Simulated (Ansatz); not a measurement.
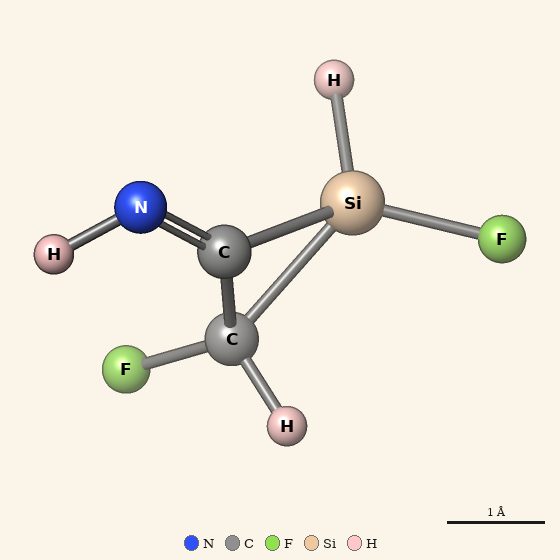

Atoms fade into the background with distance from the viewer. Computed geometry: PBE0-D4/def2-TZVP optimisation. No frequency run is at hand to confirm it as a minimum. Masses are those of the most abundant isotopes; constants are for the rigid equilibrium geometry.

Question: What kind of rotor is it, and what are its rotational constants in GHz?

Answer: An asymmetric top (C1): A = 4.40, B = 2.13, C = 1.57 GHz. Ray's parameter κ is −0.60, nearer the prolate limit.
